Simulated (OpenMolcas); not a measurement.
# A OpenMolcas job on SnH4 (SMILES [SnH4])

Aim: the excited states of SnH4.

Program for the calculation: OpenMolcas 26.06.

1 further run of the same task is left out (set aside as unsound or not needed).

## 1. Starting point

SnH4: 5 atoms, total charge 0, spin state singlet. SMILES: `[SnH4]`. Geometry: relaxed at PBE0-D4/def2-TZVP.

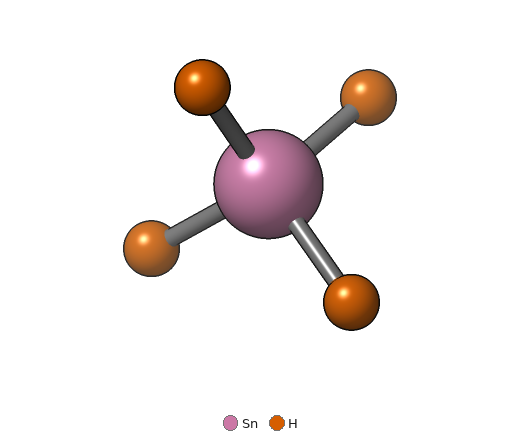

The structure, seen from a chosen angle (tin pink, hydrogen orange).

## 2. The input as written

struct.xyz

```xyz
5

Sn     0.000030     0.000010     0.000040
H      0.823920    -0.853480     1.222940
H     -1.563610     0.403420     0.543140
H     -0.116810    -0.974610    -1.392490
H      0.856470     1.424640    -0.373640
```

step13.inp

```
* H4Sn CASPT2
>>> EXPORT MOLCAS_PRINT=2
&GATEWAY
Coord = struct.xyz
Basis = ANO-RCC-VDZP
Group = NoSym
&SEWARD
&RASSCF
FileOrb = $CurrDir/step2.RasOrb
Spin = 1
Nactel = 10 0 0
Inactive = 22
Ras2 = 73
CIRoot = 6 6 1
OrbListing = Nothing
OrbAppear = Compact
&CASPT2
Multistate = all
```

On the command line:

```console
$ export MOLCAS_MEM=1860
$ pymolcas step13.inp > step13.log
```

Log:

```text
--- Start Module: gateway ---

                                              &GATEWAY

                       available to each process: 1.9 GB of memory, 1 thread

++    Symmetry information:
      ---------------------

                    Character Table for C1

                             E
                    a        1  x, y, xy, Rz, z, xz, Ry, yz, Rx, I
--

++    Basis set information:
      ----------------------

      Basis set label: SN.ANO-RCC...6S5P3D1F.

      Electronic valence basis set:
      ------------------
      Associated Effective Charge  50.000000 au
      Associated Actual Charge     50.000000 au
      Nuclear Model: Point charge

      Shell  nPrim  nBasis  Cartesian Spherical Contaminant
         s      22       6        X
         p      19       5        X
         d      13       3                 X
         f       5       1                 X

      Basis set label: H.ANO-RCC...2S1P.

      Electronic valence basis set:
      ------------------
      Associated Effective Charge   1.000000 au
      Associated Actual Charge      1.000000 au
      Nuclear Model: Point charge

      Shell  nPrim  nBasis  Cartesian Spherical Contaminant
         s       8       2        X
         p       4       1        X
--

++    Molecular structure info:
      -------------------------

[... 62 lines left out ...]
                   Integrals are discarded if absolute value <: 1.00E-14
                   Integral cutoff threshold is set to       <: 1.00E-16

            Nuclear Potential Energy             63.26111214 au

      Basis set specifications :
      Symmetry species         a
      Basis functions           63

--- Stop Module: seward /rc=_RC_ALL_IS_WELL_ ---
--- Module seward spent 4 seconds ---

--- Start Module: rasscf ---

                                              &RASSCF

                       available to each process: 1.9 GB of memory, 1 thread

 ****************** ERROR *******************
 ###############################################################################
 ###    ERROR: Erroneous nr of orbitals.                                     ###
 ###############################################################################
 Inappropriate nr of orbitals. One or more of
 these orbital counts is wrong or too large.
  Negative values.
    All orbitals:  63
          Frozen:   0
        Inactive:  22
          Active:  73
           RAS-1:   0
           RAS-2:  73
           RAS-3:   0
       Secondary: -32
         Deleted:   0
 Basis functions:  63
  Have you used a too small basis set?
 ********************************************
--- Stop Module: rasscf /rc=_RC_INPUT_ERROR_ ---

.####################.
.# User input error #.
.####################.

    Timing: Wall=4.83 User=4.34 System=0.47
```

It took 5.1 s on 1 thread of Intel Xeon 6975P-C (Granite Rapids), shared host; peak memory 0.41 GiB.

## 3. Reading the log

The job stopped with an error part of the way.

The telling line is `ERROR: Erroneous nr of orbitals.`. What is wrong: the active space holds more orbitals than the basis has.
